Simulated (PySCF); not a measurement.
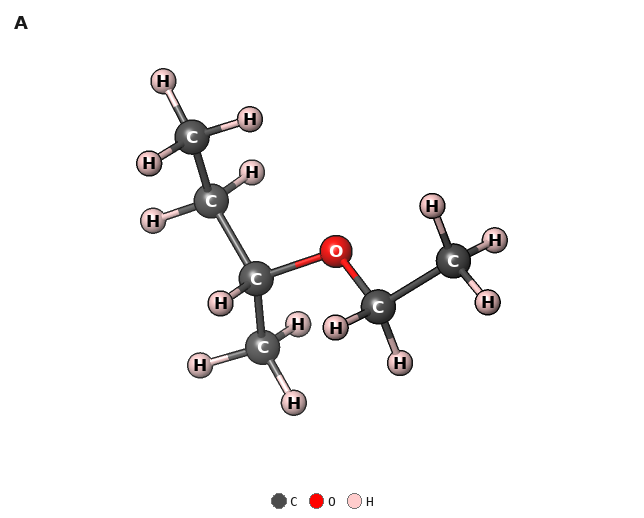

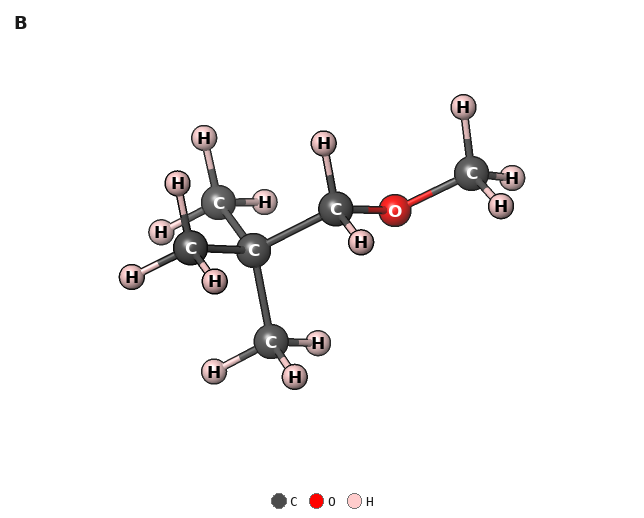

2 stationary structures of one formula. Geometries: GFN2-xTB. Electronic energies: PBE0/pcSseg-1 (PySCF 2.14.0), without zero-point energy. No frequency run is at hand to confirm each as a minimum. Each is one conformer, not always the lowest.

Question: How are they related?

Answer: They are constitutional isomers of C6H14O: A `CCO[C@H](C)CC`, B `COCC(C)(C)C`.

Question: Which is lowest in energy, and by how much?

Answer: A is lowest; B lies 11.4 kJ/mol above it.
